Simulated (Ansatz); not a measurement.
## Bands, cutoff and cost in G0W0 for GeH6CBr3N (CH3NH3GeBr3)

Aim: see how the G0W0 gap of GeH6CBr3N (CH3NH3GeBr3) on PBEsol moves with empty bands and screening cutoff, and what each rung costs.

Program: Ansatz 0.2.0. Level of theory: G0W0 on PBEsol, plane waves, PAW; PAW set soft_1. Results are calculated unless marked as measured.

The structure was built from a prototype and need not be the compound's stable phase.

### Step 1. The structure

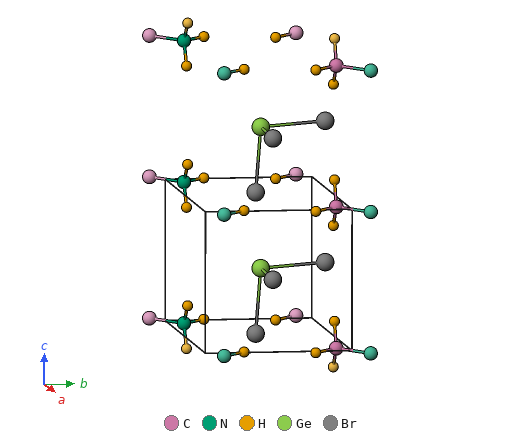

Start, viewed slightly off an axis; carbon pink, nitrogen teal, hydrogen orange, germanium green, bromine grey. 1×1×2 cells are drawn. Some periodic images of atoms are drawn too.

The structure was relaxed with PBEsol-D3(BJ). The runs that relaxed it are not among those shown.

### Step 2. 147 empty bands, screening to 52 eV

Now the one-shot GW correction: screening in the RPA, then the self-energy of the levels asked for. This step takes PAW set soft_1 files.

Contents of input.yaml:

```yaml
crystal:
  lattice:
    - [5.5467969221, 0.3702694348, 0.0049253558]
    - [0.3702694348, 5.6450359083, -0.046829508]
    - [0.0049253558, -0.046829508, 5.5495500431]
  atoms:
    - { symbol: C, position: [0.9290273899, 0.9115766737, 1.002304231] }
    - { symbol: "N", position: [0.082932378, 0.1051282868, -0.0021496463] }
    - { symbol: H, position: [1.0472006063, 0.7401270702, 1.0007242073] }
    - { symbol: H, position: [0.192228908, 1.0925891574, 0.8439182886] }
    - { symbol: H, position: [0.81193204, -0.0760669468, 0.842588036] }
    - { symbol: H, position: [-0.0238869375, 0.2701527467, -0.0014611858] }
    - { symbol: H, position: [0.8177735738, -0.0694615116, 0.1667816348] }
    - { symbol: H, position: [0.1960831932, 1.0992905295, 0.1481715727] }
    - { symbol: Ge, position: [0.5122581063, 0.510998608, 0.479648026] }
    - { symbol: Br, position: [0.5190301639, 0.4745762345, 0.018859772] }
    - { symbol: Br, position: [0.4382141512, -0.0289307855, 0.4965308816] }
    - { symbol: Br, position: [-0.0332405306, 0.4691841807, 0.5037707734] }
kpoints:
  mp_grid: { grid: [4, 4, 4] }
hamiltonian:
  xc: pbesol
  pseudopotentials: { kind: paw, azcp: { folder: soft_1 }, xc_functional: pbe }
scf:
  occupations: { method: fixed }
gw:
  n_empty_bands: 147
  ecut_chi: 52
  qp_bands: [v4, c4]
  qp_kpoints: band_edges
  screening: { model: contour_deformation }
```

The run is started by

```
> ansatz run input.yaml --threads 2 --pin off --max-ram 92160MiB --backend cuda --events-out ev --progress --plain --runs-dir out --devices 1 --max-vram 13GiB
```

Numbers of over 12 decimals in the logs are rounded to 6 here.

What it wrote:

```text
GPUs: using 1 of 1 available (devices: 1).
Engine: ansatz 0.2.0, x86_64-unknown-linux-gnu
Pseudopotentials: kind: paw
Pseudopotential: C, paw, valence charge 4, recommended cutoff 420 eV (normal), soft_1/C.paw.azcp
Pseudopotential: N, paw, valence charge 5, recommended cutoff 420 eV (normal), soft_1/N.paw.azcp
Pseudopotential: H, paw, valence charge 1, recommended cutoff 420 eV (normal), soft_1/H.paw.azcp
Pseudopotential: Ge, paw, valence charge 14, recommended cutoff 420 eV (normal), soft_1/Ge.paw.azcp
Pseudopotential: Br, paw, valence charge 7, recommended cutoff 420 eV (normal), soft_1/Br.paw.azcp
Functional definition: PBEsol
  exchange = pbesol_x
  correlation = pbesol_c
device memory: the entry about to start is reckoned to put 1.7 GiB on a device that reports 60.0 GiB free (of which the cap on the GPU budget leaves the run 13.0 GiB)
GPU FFT provider: cuFFT
GPU libraries: cuBLAS 13.8.2, cuFFT 12.4.0, cuSOLVER 12.3.4
Crystal: 12 atoms, lattice volume = 172.993 Å³
Basis set: ecut = 420 eV, 3385 PW (Γ)
Bands: 37, of which v1, the nominal top of the filled ones, is band 25 counted from 1 (24 counted from 0)
Symmetry: 1 space group operations
Space group: P1 (ITA 1), of the structure as read, at distance tolerance 5.6e-5 Å
k-points: 36 of 64 (time reversal used)
Non-local potential: C, projectors of the file, l = 0: 2, l = 1: 2, l = 2: 1
Non-local potential: N, projectors of the file, l = 0: 2, l = 1: 2, l = 2: 1
Non-local potential: H, projectors of the file, l = 0: 2, l = 1: 1
Non-local potential: Ge, projectors of the file, l = 0: 2, l = 1: 2, l = 2: 3, l = 3: 1
Non-local potential: Br, projectors of the file, l = 0: 2, l = 1: 2, l = 2: 2
PAW form: soft (Blöchl's): semilocal exchange-correlation on the pseudo side does not see the compensation charge
PAW frozen core: C, regenerated for the run's functional, and the local potential with it (the file was generated under x = pbe(κ = 0.804, μ = 0.219515), c = pbe(β = 0.066725))
PAW frozen core: N, regenerated for the run's functional, and the local potential with it (the file was generated under x = pbe(κ = 0.804, μ = 0.219515), c = pbe(β = 0.066725))
PAW frozen core: Ge, regenerated for the run's functional, and the local potential with it (the file was generated under x = pbe(κ = 0.804, μ = 0.219515), c = pbe(β = 0.066725))
PAW frozen core: Br, regenerated for the run's functional, and the local potential with it (the file was generated under x = pbe(κ = 0.804, μ = 0.219515), c = pbe(β = 0.066725))
PAW one-centre angular grid: C, 110 points (default); XC on 64 Gauss nodes
PAW one-centre angular grid: N, 110 points (default); XC on 64 Gauss nodes
PAW one-centre angular grid: H, 110 points (default); XC on 64 Gauss nodes
PAW one-centre angular grid: Ge, 590 points (default); XC on 64 Gauss nodes
PAW one-centre angular grid: Br, 110 points (default); XC on 64 Gauss nodes
Initial density: superposition of atomic densities (chi_scale 0.1, normalization cell), built separately for each of the 2 bonded fragments (scf.initial_density.interfragment_charge_transfer: auto; true builds it for the cell as a whole; a typed value also counts as a typed key of the start: scf.initial_density.chi_scale says what that changes, if anything)
Initial wavefunctions: pseudopotential atomic-orbital guess
GPU buffer pool allocated for 64000 grid points (all kernels)
GPU transforms: local potential and band sums: pruned to the plane-wave sphere, on 40×40×40
Functional: x = pbesol(κ = 0.804, μ = 0.123457), c = pbesol(β = 0.046)
SCF iter   1: F=—  HF=-13190.474764 eV  |F-HF|=—  |Δ(HF+E_count)|=         —  Δρ=7.24e-2  dr2=9.27e0  ethr=3.10e-3  ⟨swp⟩=4.8  Hψ=4997  notcnv=0  defer=353
preconditioner: auto → Resta (q_TF=auto, 2.218 Å⁻¹)  ε∞=2.9  [insulator: Δε(μ)=0.898 eV  Ē_g=12.661 eV  n_scr=26 (ndim 8)  ℏωp=17.4 eV  f_vac=0.008  ε∞_Penn≈2.9]
SCF iter   2: F=—  HF=-13187.826169 eV  |F-HF|=—  |Δ(HF+E_count)|=    2.65e0  Δρ=3.26e-2  dr2=1.41e0  ethr=3.10e-3  ⟨swp⟩=3.0  Hψ=2761  notcnv=0  defer=353
SCF iter   3: F=—  HF=-13187.388993 eV  |F-HF|=—  |Δ(HF+E_count)|=   4.37e-1  Δρ=8.72e-3  dr2=1.15e-1  ethr=2.82e-3  ⟨swp⟩=2.0  Hψ=2088  notcnv=0  defer=351
SCF iter   4: F=—  HF=-13187.378723 eV  |F-HF|=—  |Δ(HF+E_count)|=   1.03e-2  Δρ=2.20e-3  dr2=7.18e-3  ethr=2.31e-4  ⟨swp⟩=3.0  Hψ=2587  notcnv=0  defer=360
SCF iter   5: F=—  HF=-13187.380823 eV  |F-HF|=—  |Δ(HF+E_count)|=   2.10e-3  Δρ=8.82e-4  dr2=1.24e-3  ethr=1.44e-5  ⟨swp⟩=2.5  Hψ=2153  notcnv=0  defer=360
SCF iter   6: F=—  HF=-13187.382418 eV  |F-HF|=—  |Δ(HF+E_count)|=   1.59e-3  Δρ=2.41e-4  dr2=1.18e-4  ethr=2.49e-6  ⟨swp⟩=2.0  Hψ=2062  notcnv=0  defer=360
SCF iter   7: F=—  HF=-13187.382534 eV  |F-HF|=—  |Δ(HF+E_count)|=   1.16e-4  Δρ=9.44e-5  dr2=1.84e-5  ethr=2.37e-7  ⟨swp⟩=2.0  Hψ=1783  notcnv=0  defer=345
SCF iter   8: F=—  HF=-13187.382550 eV  |F-HF|=—  |Δ(HF+E_count)|=   1.68e-5  Δρ=2.68e-5  dr2=1.52e-6  ethr=3.69e-8  ⟨swp⟩=2.0  Hψ=1827  notcnv=0  defer=270
SCF iter   9: F=—  HF=-13187.382552 eV  |F-HF|=—  |Δ(HF+E_count)|=   1.88e-6  Δρ=6.40e-6  dr2=1.10e-7  ethr=3.04e-9  ⟨swp⟩=2.0  Hψ=1815  notcnv=0  defer=299
SCF iter  10: F=-13187.382552 eV  HF=-13187.382552 eV  |F-HF|=1.26e-8  |Δ(HF+E_count)|=   1.52e-7  Δρ=1.87e-6  dr2=8.04e-9  ethr=2.00e-10  ⟨swp⟩=11.3  Hψ=6817  notcnv=0
SCF 1 converged in 10 iterations: F = -13187.382552 eV  dr2 = 8.04e-9
  greatest PAW one-centre occupation: 0.998 electrons in one spin orbital (limit 2), on the Ge atom at site 8 (counted from 0), in its partial waves of l = 2
device memory: the entry about to start is reckoned to put 2.1 GiB (of the 2.2 GiB reckoned in all, the device holds 0.1 GiB already) on a device that reports 62.2 GiB free (of which the cap on the GPU budget leaves the run 12.9 GiB)
NSCF: frozen V_eff on 36 k-points
the band table was solved once the SCF had ended and its energy, with any forces and stress, was formed, with the checks that follow a solve (5511 applications of the Hamiltonian). They found nothing against the state; the energy, forces and stress were not computed again (output.eigenvalues in the input reference)
device memory: the entry about to start is reckoned to put 3.3 GiB on a device that reports 60.4 GiB free (of which the cap on the GPU budget leaves the run 13.0 GiB)
NSCF: frozen V_eff on 36 k-points
G₀W₀ screening: q 1/36
[... further progress lines ...]
SCF converged after 10 iterations
Free energy (F): -13187.382552 eV
Harris-Foulkes:  -13187.382552 eV  (|F-HF|=1.26e-8)
Internal energy: -13187.382552 eV  (E = F + TS)
E sigma→0 (E₀):  -13187.382552 eV
Fermi energy:    3.601567 eV
--- Per-component energies (eV) ---
  E_band       = -370.906495
  E_kinetic    = 785.112699
  E_local      = -3987.406998  (includes V_loc(G=0)·N_el)
  E_nonlocal   = 431.586299
  E_hartree    = 1659.221932
  E_xc         = -812.666661
  E_vxc        = -591.167971  (∫ρ·V_xc dr)
  E_paw        = -8995.325109  (= ΣΔE_a)
  E_vpaw       = -327.469978  (= ΣTr[D̂ρ^β])
  E_aug_tail   = -0.005165  (compensation charges beyond the density's cutoff)
  E_ewald      = -2269.143500
  E_core_change = 1.243950  (= ΣΔE_core)
  E_smearing   = -0.000000  (= −TS)
  E_closure    = 0.000000  (closes the sum)
  Σ components = -13187.382552   (vs F -13187.382552, Δ=0.00e0)
--- Band table (eV; the first three rows and the last of 36) ---
  k-point 0: bands = [... 21 lower, 1.2097, 1.2449, 1.3468, 1.5879, 6.9265, 7.5647, 8.0840, 8.3083, ... 8 higher]
  k-point 1: bands = [... 21 lower, 1.0378, 1.1322, 1.5311, 1.5602, 7.1484, 7.4658, 7.5457, 8.3807, ... 8 higher]
  k-point 2: bands = [... 21 lower, 1.0456, 1.3568, 1.5015, 2.0258, 5.5443, 7.4194, 8.4560, 8.5424, ... 8 higher]
  k-point 35: bands = [... 21 lower, 1.5013, 1.7605, 1.7803, 3.6016, 4.6350, 4.7779, 5.0362, 8.1379, ... 8 higher]
--- G₀W₀: contour deformation, 6 samples at zero and on the imaginary axis and 3 off it, 64 q-points, 147 empty bands' worth ---
  eigenvalues of the whole cell's RPA ε∞ on this k-mesh (on a slab, of 1 + 4πα/V) = 6.2202, 7.5625, 8.2397; static W/v taken at q = 0 is 0.136569
  gw.qp_kpoints: band_edges: 12 of 36 stored k-points solved, in 1 pass; an edge of the gap read off the rows below is read off those points alone
    valence top: of the k-points left out ik 28 came nearest to being solved in a further pass, in band 25 (counted from 1, as in the quasiparticle table): it holds the edge there only if its correction is more favourable than any solved in that band by at least 0.692 eV; those differ by 0.615 eV
    conduction bottom: of the k-points left out ik 28 came nearest to being solved in a further pass, in band 26 (counted from 1, as in the quasiparticle table): it holds the edge there only if its correction is more favourable than any solved in that band by at least 0.512 eV; those differ by 0.172 eV
    ik  band        ε_KS         Σx   Σc(E_QP)       V_xc       Z   E_QP_lin       E_QP  E_QP is
     0    22      1.2097   -19.2877     3.1517   -15.4922  0.7343     0.5461     0.5658  root
     0    23      1.2449   -19.2307     3.0816   -15.5445  0.7331     0.6230     0.6403  root
     0    24      1.3468   -19.3828     3.0834   -15.7135  0.7330     0.7450     0.7609  root
     0    25      1.5879   -19.5883     3.0131   -15.9984  0.7391     0.9967     1.0111  root
     0    26      6.9265    -5.1642    -3.6432    -9.4530  0.7989     7.5883     7.5721  root
     0    27      7.5647    -7.8808    -4.1013   -12.7671  0.7399     8.3855     8.3498  root
     0    28      8.0840    -4.1836    -3.6616    -8.4367  0.7940     8.6889     8.6755  root
     0    29      8.3083    -6.4287    -4.0668   -11.1571  0.7515     8.9964     8.9699  root
     1    22      1.0378   -19.1283     3.1534   -15.3394  0.7312     0.3825     0.4024  root
     1    23      1.1322   -19.1762     3.0758   -15.4841  0.7354     0.4981     0.5158  root
     1    24      1.5311   -19.2915     2.9166   -15.8301  0.7375     0.9734     0.9863  root
     1    25      1.5602   -19.2915     2.9197   -15.8216  0.7376     0.9968     1.0100  root
     1    26      7.1484    -9.1330    -3.9064   -13.8575  0.7271     7.9772     7.9665  root
     1    27      7.4658    -6.6449    -3.8349   -11.1722  0.7628     8.1759     8.1582  root
     1    28      7.5457    -7.1506    -3.9708   -11.9255  0.7628     8.3844     8.3498  root
     1    29      8.3807    -5.8455    -3.9020   -10.4484  0.7673     9.1063     9.0816  root
     2    22      1.0456   -19.4524     3.2179   -15.5857  0.7341     0.3766     0.3968  root
     2    23      1.3568   -19.3956     3.1347   -15.6145  0.7381     0.6908     0.7105  root
     2    24      1.5015   -19.4014     3.0312   -15.7758  0.7373     0.8912     0.9070  root
     2    25      2.0258   -18.5401     2.0250   -16.2877  0.7459     1.7967     1.7985  root
     2    26      5.5443    -9.1990    -3.4380   -13.3943  0.7579     6.3292     6.3016  root
     2    27      7.4194    -8.1349    -4.0266   -12.9240  0.7378     8.2153     8.1820  root
     2    28      8.4560    -7.1896    -4.0547   -12.0698  0.7547     9.3194     9.2815  root
     2    29      8.5424    -5.8706    -3.8899   -10.5893  0.7838     9.4074     9.3712  root
[...]
35    22      1.5013   -19.5936     3.0797   -15.8964  0.7399     0.8669     0.8838  root
    35    23      1.7605   -19.7145     3.0419   -16.0733  0.7403     1.1455     1.1611  root
    35    24      1.7803   -19.7672     3.0318   -16.1531  0.7406     1.1835     1.1980  root
    35    25      3.6016   -17.8646     1.1096   -16.7932  0.7622     3.6397     3.6398  root
    35    26      4.6350    -8.6453    -3.1939   -12.5046  0.7687     5.3174     5.3005  root
    35    27      4.7779    -8.6413    -3.2272   -12.5361  0.7674     5.4628     5.4456  root
    35    28      5.0362    -8.3357    -3.2989   -12.2943  0.7675     5.7131     5.6959  root
    35    29      8.1379    -5.1533    -3.8396    -9.7879  0.7939     8.9630     8.9329  root
```

The job ended after 34 s (1 × NVIDIA H100 80GB HBM3 (shared by 6 runs) with 2 threads of AMD EPYC 7R13 (Zen 3), shared host; peak memory 1.6 GiB; 39 s of CPU time).

This step gave:

```
bands summed                                 : 172
RPA ε∞ on this mesh (eigenvalues)            : 6.220, 7.562, 8.240
plane waves in the screening matrix          : 153
q-points in the mesh                         : 64
G0W0 gap on the mesh                         : 1.661 eV
k of the valence top                         : -0.5, -0.5, -0.5
k of the conduction bottom                   : -0.5, -0.5, -0.5
starting gap on the mesh                     : 1.033 eV
Z at the valence top                         : 0.7622
Z at the conduction bottom                   : 0.7687
least direct G0W0 gap on the computed points : 1.661 eV
```

The gap on the mesh goes from 1.03 eV to 1.66 eV, a correction of +0.63 eV. Between the two edge states, bare exchange in place of the xc potential would open the gap by 4.93 eV, and correlation takes back 4.30 eV.

### Step 3. 582 empty bands, screening to 130 eV

Bands and screening cutoff are moved together, since each hides the error of the other.

Edit input.yaml of step 2 so:

```diff
@@ -26,4 +26,4 @@
 gw:
-  n_empty_bands: 147
-  ecut_chi: 52
+  n_empty_bands: 582
+  ecut_chi: 130.0
   qp_bands: [v4, c4]
```

What it wrote:

```text
GPUs: using 1 of 1 available (devices: 1).
[...]
GPU FFT provider: cuFFT
GPU libraries: cuBLAS 13.8.2, cuFFT 12.4.0, cuSOLVER 12.3.4
Crystal: 12 atoms, lattice volume = 172.993 Å³
Basis set: ecut = 420 eV, 3385 PW (Γ)
Bands: 37, of which v1, the nominal top of the filled ones, is band 25 counted from 1 (24 counted from 0)
[... 1 set-up line as in the run before ...]
[...]
k-points: 36 of 64 (time reversal used)
[...]
GPU buffer pool allocated for 64000 grid points (all kernels)
[...]
SCF iter   1: F=—  HF=-13190.474764 eV  |F-HF|=—  |Δ(HF+E_count)|=         —  Δρ=7.24e-2  dr2=9.27e0  ethr=3.10e-3  ⟨swp⟩=4.8  Hψ=4997  notcnv=0  defer=353
[...]
SCF iter  10: F=-13187.382552 eV  HF=-13187.382552 eV  |F-HF|=1.26e-8  |Δ(HF+E_count)|=   1.52e-7  Δρ=1.87e-6  dr2=8.04e-9  ethr=2.00e-10  ⟨swp⟩=11.3  Hψ=6817  notcnv=0
SCF 1 converged in 10 iterations: F = -13187.382552 eV  dr2 = 8.04e-9
[...]
NSCF: frozen V_eff on 36 k-points
[...]
G₀W₀ screening: q 1/36
[... further progress lines ...]
SCF converged after 10 iterations
Free energy (F): -13187.382552 eV
[...]
Internal energy: -13187.382552 eV  (E = F + TS)
E sigma→0 (E₀):  -13187.382552 eV
Fermi energy:    3.601567 eV
[...]
--- Band table (eV; the first three rows and the last of 36) ---
  k-point 0: bands = [... 21 lower, 1.2097, 1.2449, 1.3468, 1.5879, 6.9265, 7.5647, 8.0840, 8.3083, ... 8 higher]
  k-point 1: bands = [... 21 lower, 1.0378, 1.1322, 1.5311, 1.5602, 7.1484, 7.4658, 7.5457, 8.3807, ... 8 higher]
  k-point 2: bands = [... 21 lower, 1.0456, 1.3568, 1.5015, 2.0258, 5.5443, 7.4194, 8.4560, 8.5424, ... 8 higher]
  k-point 35: bands = [... 21 lower, 1.5013, 1.7605, 1.7803, 3.6016, 4.6350, 4.7779, 5.0362, 8.1379, ... 8 higher]
[...]
`?` marks the rows in doubt; gw_qp.tsv's column doubts and the gw_qp event give each row's grounds
[...]
0    22      1.2097   -19.2877     2.8108   -15.4922  0.7287     0.1327     0.2250  root
     0    23      1.2449   -19.2307     2.7286   -15.5445  0.7275     0.2106     0.2873  root
     0    24      1.3468   -19.3828     2.7199   -15.7135  0.7273     0.3248     0.3974  root
     0    25      1.5879   -19.5883     2.6343   -15.9984  0.7330     0.5597     0.6324  root
     0    26      6.9265    -5.1642    -3.7992    -9.4530  0.7966     7.4242     7.4160  root
     0    27      7.5647    -7.8808    -4.4093   -12.7671  0.7369     8.0533     8.0418  root
     0    28      8.0840    -4.1836    -3.8324    -8.4367  0.7922     8.5108     8.5047  root
     0    29      8.3083    -6.4287    -4.3277   -11.1571  0.7488     8.7171     8.7090  root
[...]
2    23      1.3568   -19.3956     2.7858   -15.6145  0.7325     0.2602     0.3615  root ?
[...]
33    23      1.1014   -19.2705     2.8636   -15.4134  0.7286     0.0061     0.1079  root ?
[...]
35    26      4.6350    -8.6453    -3.5032   -12.5046  0.7663     4.9950     4.9912  root
    35    27      4.7779    -8.6413    -3.5322   -12.5361  0.7649     5.1445     5.1405  root
    35    28      5.0362    -8.3357    -3.5905   -12.2943  0.7650     5.4085     5.4043  root
    35    29      8.1379    -5.1533    -4.0196    -9.7879  0.7912     8.7675     8.7529  root
```

Wall time 2 min (1 × NVIDIA H100 80GB HBM3 (shared by 6 runs) with 2 threads); peak memory 4.9 GiB; 3.4 min of CPU time.

This step gave:

```
bands summed                                 : 607
RPA ε∞ on this mesh (eigenvalues)            : 6.154, 7.497, 8.132
plane waves in the screening matrix          : 585
q-points in the mesh                         : 64
G0W0 gap on the mesh                         : 1.897 eV
k of the valence top                         : -0.5, -0.5, -0.5
k of the conduction bottom                   : -0.5, -0.5, -0.5
starting gap on the mesh                     : 1.033 eV
Z at the valence top                         : 0.7558
Z at the conduction bottom                   : 0.7663
least direct G0W0 gap on the computed points : 1.897 eV
```

Against the run with 4×4×4 mesh, 147 empty bands, screening to 52 eV, PAW set soft_1 files, the gap moves by +0.24 eV.

### Step 4. The runs together

Times are wall times on 1 × NVIDIA H100 80GB HBM3 (shared by 6 runs) with 2 threads of AMD EPYC 7R13 (Zen 3), shared host, good to a factor of about two.

```
 mesh           files            frequency  bands summed  cutoff (eV)  start (eV)  G0W0 (eV)   time  host memory (GiB)
4×4×4  PAW set soft_1  contour deformation           172           52       1.033      1.661   34 s                1.6
4×4×4  PAW set soft_1  contour deformation           607          130       1.033      1.897  2 min                4.9
```

The parts of the quasiparticle energy at the two band edges (eV; QP = start + Σx + Σc − Vxc):

```
      run               edge  start      Σx     Σc     Vxc     Z    QP
172 bands        valence top   3.60  -17.86   1.11  -16.79  0.76  3.64
172 bands  conduction bottom   4.63   -8.65  -3.19  -12.50  0.77  5.30
607 bands        valence top   3.60  -17.86   0.56  -16.79  0.76  3.09
607 bands  conduction bottom   4.63   -8.65  -3.50  -12.50  0.77  4.99
```

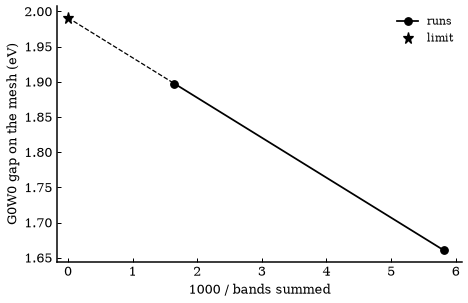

The gap against one over the number of bands; the dashed line carries the two highest rungs to the limit.

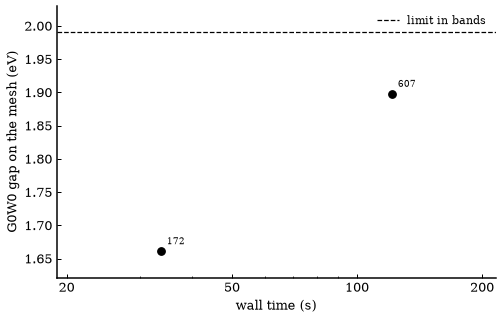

Result against wall time.

### Step 5. Outcome

- 172 bands, 52 eV: 1.661 eV
- 607 bands, 130 eV: 1.897 eV
- estimated limit in bands and cutoff: 1.99 eV
- mesh and start: 4×4×4, PBEsol

**Reading.** A line in one over the bands through the two rungs gives 1.99 eV, +0.09 eV from the top rung; with two points alone it is an unchecked estimate. The rungs stand 0.33 eV (172 bands) and 0.09 eV (607 bands) from it. From 172 to 607 bands the gap moves by +0.24 eV while the time grows 3.6-fold. Σc changes by −0.55 eV at the valence top and −0.31 eV at the conduction bottom, so the levels themselves move more than the gap between them. The many-body steps are scalar-relativistic: spin-orbit coupling is not in them.

[Paths, hosts, dates, memory and timing lines, banners, echoed tables and standing remarks are left out of the program output.]

[Logs are printed without paths, hosts, clocks, repeated set-up lines and the standing remarks that a program may print on its own settings, such as how far it seeks lower states.]

[Runs of the session that timed out or met a known fault of the program may be left out.]

[Cells called generated may have been cut or substituted from an entry of the Crystallography Open Database or the Materials Project.]

[Hosts, paths, dates, database ids (printed as entryN), source tags and the programs' standing remarks are cut or masked in the printed files.]
